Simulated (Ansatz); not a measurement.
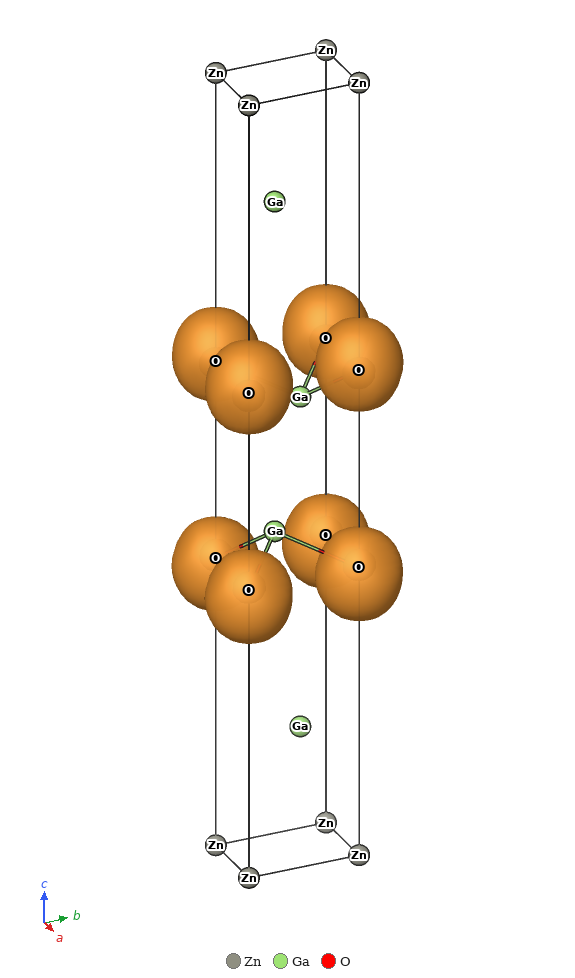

Figure 1: ZnGa4O2. Isosurface of the electron localisation function at 0.65 (orange), seen slightly off an axis. Core shells and regions of very low density are left out. Sticks mark near contacts.

Space group P-3m1; a generated structure, not necessarily the stable one.

Method: Ansatz 0.2.0, DFT PBE, scalar-relativistic, plane waves, PAW.

Core electrons are frozen (PAW), and the valence fields are smoothed inside the atomic spheres.

**Where are the electrons localised?**

At this value the surface marks out two regions wrapped around O (the valence shell of each), counted in one cell of 7 atoms. Any copies at cell faces, edges or corners count once. Profiles from the grid: Ga–O (1.92 Å): the ELF peaks at about 0.80 in the valence shell of O, 0.6 Å from its nucleus, and is about 0.35 at the midpoint. Zn–Ga (2.92 Å): the ELF is about 0.30 at the midpoint (no localised pair shows between them).
